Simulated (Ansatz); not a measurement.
The calculation's input:

```
crystal:
  periodic: [false, false, false]
  atoms:
    - {symbol: Sn, position_ang: [-4.312655, -1.145336, -2.174384]}
    - {symbol: Sn, position_ang: [-4.325101, 2.191189, 1.107347]}
    - {symbol: Sn, position_ang: [-1.040041, -1.157544, -5.472573]}
    - {symbol: Sn, position_ang: [-0.899242, -4.062976, -1.999652]}
    - {symbol: Sn, position_ang: [-1.050970, -0.921456, 1.049317]}
    - {symbol: Sn, position_ang: [1.997499, -4.063485, 0.893842]}
    - {symbol: Sn, position_ang: [2.139764, -0.976477, -2.143743]}
    - {symbol: Sn, position_ang: [2.172926, -1.146039, 4.308860]}
    - {symbol: Sn, position_ang: [-1.057150, 2.182265, -2.173786]}
    - {symbol: Sn, position_ang: [-1.082502, 5.448750, 1.081128]}
    - {symbol: Sn, position_ang: [2.172073, 2.182634, 1.053055]}
    - {symbol: Sn, position_ang: [-1.109255, 2.190081, 4.322553]}
    - {symbol: Sn, position_ang: [5.470068, -1.158636, 1.035422]}
    - {symbol: Sn, position_ang: [-2.613640, -2.708840, -3.757006]}
    - {symbol: Sn, position_ang: [-2.762307, 0.591557, -0.602207]}
    - {symbol: Sn, position_ang: [-2.695064, 3.824573, 2.693387]}
    - {symbol: Sn, position_ang: [0.487141, 0.534755, -3.843194]}
    - {symbol: As, position_ang: [0.535693, -2.370709, -0.539252]}
    - {symbol: Sn, position_ang: [0.601491, 0.592169, 2.759199]}
    - {symbol: Sn, position_ang: [3.754368, -2.709771, 2.609065]}
    - {symbol: Sn, position_ang: [3.840310, 0.533895, -0.491267]}
    - {symbol: Sn, position_ang: [0.534687, 3.822127, -0.537810]}
    - {symbol: H, position_ang: [-5.343013, -0.218054, -3.187779]}
    - {symbol: H, position_ang: [-5.271407, -2.155383, -1.170513]}
    - {symbol: H, position_ang: [-5.292964, 1.150925, 2.073795]}
    - {symbol: H, position_ang: [-5.360475, 3.122309, 0.101154]}
    - {symbol: H, position_ang: [-2.055594, -0.227229, -6.495438]}
    - {symbol: H, position_ang: [-0.023294, -2.158402, -6.424771]}
    - {symbol: H, position_ang: [-1.676896, -4.989621, -0.779350]}
    - {symbol: H, position_ang: [0.341686, -5.011293, -2.716372]}
    - {symbol: H, position_ang: [-1.858288, -2.219080, 1.858049]}
    - {symbol: H, position_ang: [0.778119, -4.992422, 1.670134]}
    - {symbol: H, position_ang: [2.715344, -5.009395, -0.348245]}
    - {symbol: H, position_ang: [2.926574, -2.297104, -2.930848]}
    - {symbol: H, position_ang: [1.168135, -2.155572, 5.267218]}
    - {symbol: H, position_ang: [3.187161, -0.220110, 5.339605]}
    - {symbol: H, position_ang: [-2.062669, 3.158984, -3.180540]}
    - {symbol: H, position_ang: [-2.054878, 6.444649, 0.075996]}
    - {symbol: H, position_ang: [-0.076504, 6.443506, 2.053793]}
    - {symbol: H, position_ang: [3.179802, 3.159392, 2.057531]}
    - {symbol: H, position_ang: [-2.075588, 1.148064, 5.288720]}
    - {symbol: H, position_ang: [-0.103886, 3.120278, 5.359531]}
    - {symbol: H, position_ang: [6.421824, -2.159379, 0.018112]}
    - {symbol: H, position_ang: [6.493375, -0.228385, 2.050596]}
    - {symbol: H, position_ang: [-3.451370, -3.964527, -4.586663]}
    - {symbol: H, position_ang: [-3.699343, 4.798756, 3.698568]}
    - {symbol: H, position_ang: [1.594122, 1.480532, -4.767198]}
    - {symbol: H, position_ang: [4.584026, -3.965777, 3.446284]}
    - {symbol: H, position_ang: [4.764328, 1.478635, -1.599134]}
    - {symbol: H, position_ang: [1.558977, 4.756980, -1.563133]}
basis:
  gaussian: {orbitals: def2-TZVP, fitting: {mean_field: def2-universal-jkfit}, initial_orbitals: start.molden}
total_charge: 1
hamiltonian: {xc: pbe0, dispersion: d4}
scf: {omitted_lower_state_checks: [starts]}
output: {forces: true, orbitals: {seedname: orbitals}}
```

Launched as:

```sh
ansatz run in.yaml --threads 11 --pin off --events-out ev --progress --plain --max-ram 120832MiB --backend cuda --devices 0, --max-vram 75GiB
```

Geometry: r2SCAN-D4/def2-SVP; core potentials replace the inner electrons of Sn.

Computed with RKS PBE0-D4/def2-TZVP (Ansatz).

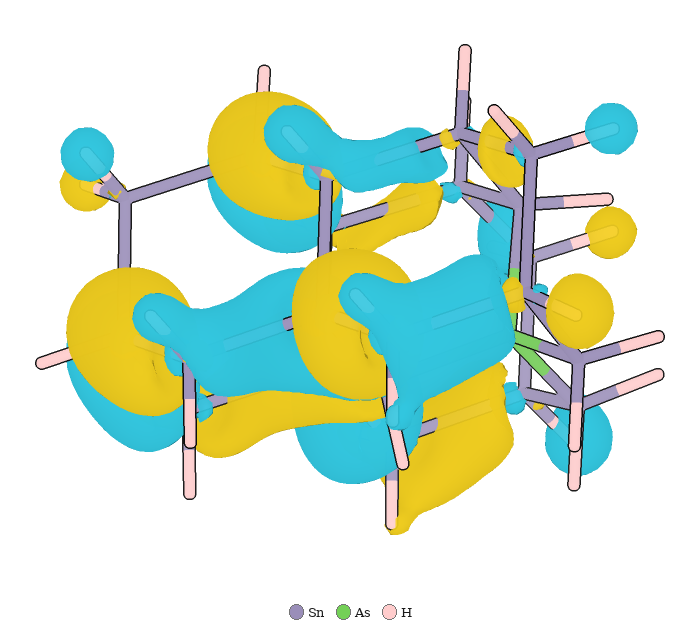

AsH28Sn21 (Sn22H28 ring sphere) (charge +1). One frontier orbital at ±0.05 Å⁻³ᐟ² (yellow and cyan are the two phases), seen from one side.

Which orbital is it: HOMO or LUMO?

Answer. The HOMO, at −8.97 eV. Its weight (Hirshfeld) is mainly on Sn1 (about 10 %), Sn8 (about 10 %), Sn15 (about 10 %), Sn19 (about 10 %), Sn16 (about 10 %) and Sn22 (about 5 %).
